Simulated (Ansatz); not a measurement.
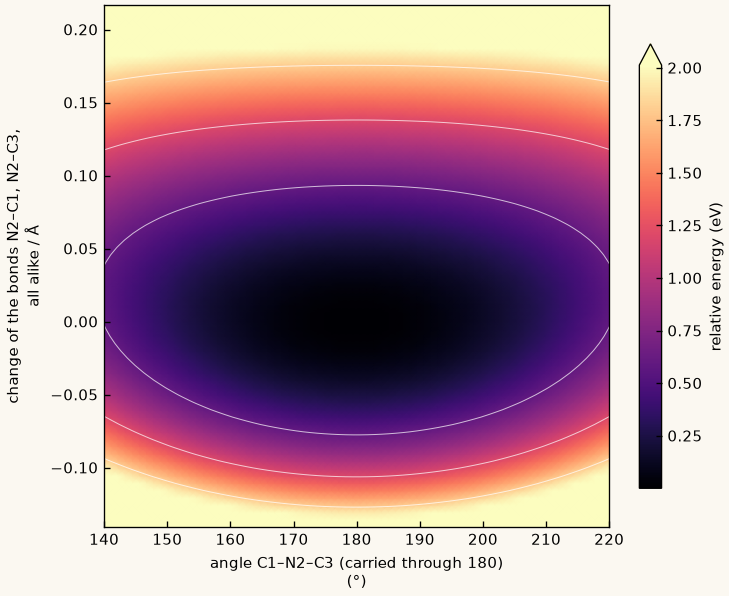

Energy landscape of C₂H₄N, SMILES [CH+]=NC, charge +1. First axis: angle C1–N2–C3 (carried through 180). Second axis: change of the bonds N2–C1, N2–C3, all alike. Nothing is relaxed (all other coordinates rigid). Grid: 15 × 15 points. Points are written as (first, second). All energies are given in eV relative to the relaxed molecule at the same level. Theory: RKS r2SCAN-D4/def2-TZVP (Ansatz 0.2.0).

In the figure: a smooth colour map with a few white contour lines, one colour for all values above the top of the scale. Between grid points the surface is interpolated. 

Q: What does the map say about the system?

A: The lowest grid point is at (180.0°, 0.013 Å), 0.014 eV from the relaxed molecule at the same level. It is the only kind of minimum in the scanned range. The highest grid point, (140.0°, −0.141 Å), lies 3.34 eV above the lowest. Round the minimum the two coordinates are nearly uncoupled.

Grid values (eV):

| second ↓, first → | 140.0 | 145.7 | 151.4 | 157.1 | 162.9 | 168.6 | 174.3 | 180.0 | 185.7 | 191.4 | 197.1 | 202.9 | 208.6 | 214.3 | 220.0 |
| --- | --- | --- | --- | --- | --- | --- | --- | --- | --- | --- | --- | --- | --- | --- | --- |
| 0.217 | 2.63 | 2.60 | 2.57 | 2.56 | 2.55 | 2.54 | 2.54 | 2.54 | 2.54 | 2.54 | 2.55 | 2.56 | 2.57 | 2.59 | 2.62 |
| 0.192 | 2.22 | 2.18 | 2.15 | 2.12 | 2.11 | 2.09 | 2.09 | 2.09 | 2.09 | 2.09 | 2.10 | 2.12 | 2.15 | 2.18 | 2.22 |
| 0.166 | 1.83 | 1.77 | 1.73 | 1.69 | 1.67 | 1.65 | 1.64 | 1.64 | 1.64 | 1.65 | 1.67 | 1.69 | 1.73 | 1.77 | 1.83 |
| 0.141 | 1.49 | 1.41 | 1.36 | 1.32 | 1.28 | 1.26 | 1.25 | 1.24 | 1.25 | 1.26 | 1.28 | 1.31 | 1.36 | 1.41 | 1.48 |
| 0.115 | 1.17 | 1.08 | 1.02 | 0.96 | 0.92 | 0.89 | 0.88 | 0.87 | 0.88 | 0.89 | 0.92 | 0.96 | 1.01 | 1.08 | 1.17 |
| 0.089 | 0.91 | 0.81 | 0.73 | 0.66 | 0.61 | 0.58 | 0.56 | 0.55 | 0.56 | 0.58 | 0.61 | 0.66 | 0.72 | 0.81 | 0.91 |
| 0.064 | 0.72 | 0.60 | 0.51 | 0.43 | 0.37 | 0.33 | 0.31 | 0.30 | 0.31 | 0.33 | 0.37 | 0.43 | 0.50 | 0.60 | 0.72 |
| 0.038 | 0.60 | 0.46 | 0.35 | 0.26 | 0.20 | 0.15 | 0.12 | 0.11 | 0.12 | 0.15 | 0.19 | 0.26 | 0.35 | 0.46 | 0.59 |
| 0.013 | 0.57 | 0.42 | 0.29 | 0.19 | 0.11 | 0.06 | 0.02 | 0.01 | 0.02 | 0.06 | 0.11 | 0.19 | 0.29 | 0.41 | 0.56 |
| −0.013 | 0.64 | 0.47 | 0.33 | 0.21 | 0.12 | 0.06 | 0.03 | 0.01 | 0.03 | 0.06 | 0.12 | 0.21 | 0.33 | 0.47 | 0.64 |
| −0.038 | 0.84 | 0.64 | 0.48 | 0.36 | 0.26 | 0.19 | 0.15 | 0.13 | 0.15 | 0.19 | 0.26 | 0.35 | 0.48 | 0.64 | 0.83 |
| −0.064 | 1.19 | 0.97 | 0.79 | 0.65 | 0.53 | 0.46 | 0.41 | 0.40 | 0.41 | 0.46 | 0.53 | 0.65 | 0.79 | 0.97 | 1.18 |
| −0.089 | 1.68 | 1.45 | 1.25 | 1.09 | 0.96 | 0.88 | 0.83 | 0.81 | 0.83 | 0.88 | 0.96 | 1.09 | 1.25 | 1.44 | 1.68 |
| −0.115 | 2.40 | 2.14 | 1.92 | 1.74 | 1.60 | 1.51 | 1.45 | 1.43 | 1.45 | 1.51 | 1.60 | 1.74 | 1.92 | 2.14 | 2.40 |
| −0.141 | 3.36 | 3.07 | 2.83 | 2.63 | 2.48 | 2.37 | 2.31 | 2.29 | 2.31 | 2.37 | 2.48 | 2.63 | 2.82 | 3.06 | 3.35 |

The input of one point:

```yaml
crystal:
  periodic: [false, false, false]
  atoms:
    - { symbol: C, position_ang: [-1.374338, -0.662881, -0.565716] }
    - { symbol: "N", position_ang: [-0.403728, -0.194687, -0.166264] }
    - { symbol: C, position_ang: [0.807249, 0.389341, 0.332073] }
    - { symbol: H, position_ang: [-2.28407, -1.101618, -0.940208] }
    - { symbol: H, position_ang: [1.622418, -0.310715, 0.143012] }
    - { symbol: H, position_ang: [0.683335, 0.562, 1.402194] }
    - { symbol: H, position_ang: [0.971401, 1.329287, -0.196966] }
total_charge: 1
basis:
  gaussian: { orbitals: def2-TZVP }
hamiltonian:
  xc: r2scan
  dispersion: d4
output:
  forces: true
```

Time for the 225 points that were run: 13 min on 1 thread of Arm Neoverse V1, on a shared host.
